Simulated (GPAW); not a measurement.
Convergence study of the plane-wave cutoff for As (R-3m, 2 atoms in the cell)

```yaml
crystal:
  lattice:
    - [3.69877, -1.88940, 0.00000]
    - [3.69877, 1.88940, 0.00000]
    - [2.73362, 0.00000, 3.12698]
  atoms:
    - { symbol: As, position: [0.23172, 0.23172, 0.23172] }
    - { symbol: As, position: [0.77300, 0.77300, 0.77300] }
```

Method: PBE, GPAW PAW datasets PBE (gpaw-data 1.0.1) (plane waves; GPAW).

Base settings: mode = pw; ecut = 550 eV; xc = PBE; kpts = 4 4 4; mesh shift (steps) = 0 0 0; occupations.name = fermi-dirac; occupations.width = 0.1 eV; nbands = -10; convergence.density = 1e-05 e/electron; convergence.energy = 1e-05 eV/electron.

The second cell is the first with its lattice scaled by 0.98.

The mesh stays at the base's, so the ladder's end is converged at best in this setting alone.

Only quantities that move along the ladder and can be compared are tabulated.

The count of work is k-points × plane waves × bands × iterations; it is no time. 

The starting cell has typed, rounded lattice constants, without a prior relaxation at this level. Its lattice was rescaled by up to half a per cent. One atom was moved a little off its site on purpose. Without a gap this mesh is coarse (it stands for a supercell whose shortest vector is 15 Å).

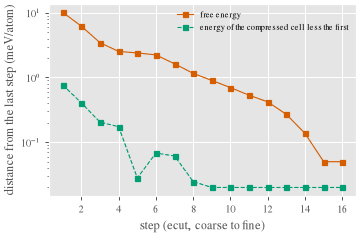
*Distance from the last step along the ladder; very small values are drawn at a floor.*

| ecut | free energy less the last step's (meV/atom) | energy of the compressed cell less the first (meV/atom) | pressure (GPa) | largest difference of a force vector from the last step's (eV/Å) | count of work / last |
|---|---|---|---|---|---|
| 190 eV | 10.14 | 28.61 | 0.97 | 0.009 | 0.059 |
| 220 eV | 6.20 | 28.25 | 0.90 | 0.003 | 0.070 |
| 250 eV | 3.45 | 28.05 | 0.94 | 0.001 | 0.083 |
| 275 eV | 2.53 | 28.02 | 0.98 | 0.000 | 0.096 |
| 300 eV | 2.40 | 27.87 | 0.99 | 0.001 | 0.11 |
| 330 eV | 2.23 | 27.91 | 0.99 | 0.000 | 0.13 |
| 385 eV | 1.63 | 27.90 | 0.97 | 0.000 | 0.16 |
| 440 eV | 1.16 | 27.87 | 0.98 | 0.000 | 0.19 |
| 495 eV | 0.90 | 27.84 | 0.98 | 0.000 | 0.23 |
| 550 eV | 0.70 | 27.85 | 0.98 | 0.000 | 0.27 |
| 605 eV | 0.53 | 27.86 | 0.99 | 0.000 | 0.31 |
| 660 eV | 0.42 | 27.85 | 0.99 | 0.000 | 0.35 |
| 740 eV | 0.27 | 27.85 | 0.99 | 0.000 | 0.42 |
| 825 eV | 0.14 | 27.85 | 0.99 | 0.000 | 0.49 |
| 960 eV | 0.03 | 27.84 | 0.99 | 0.000 | 0.62 |
| 1100 eV | 0.00 | 27.84 | 0.99 | 0.000 | 0.76 |
| 1320 eV | 0.00 | 27.84 | 0.99 | 0.000 | 1.0 |

Coarsest ecut that holds the energy of the compressed cell less the first within 0.5 meV/atom of the last step, with all finer ones: 220 eV, at 0.070 of the last step's count of work; the step before is off by 0.76 meV/atom.

Coarsest ecut that holds the free energy within 5 meV/atom of the last step, with all finer ones: 250 eV, at 0.083 of the last step's count of work; the step before is off by 6.2 meV/atom.

The energy difference between the two cells stays within 1 meV/atom of the last step's from 190 eV on, the total only from 495 eV on: much of the error is common to both cells and cancels.

Two neighbours can agree and both be off: 275 eV and 300 eV differ by 0.13 meV/atom in the free energy, yet lie about 2.4 meV/atom from the last step.
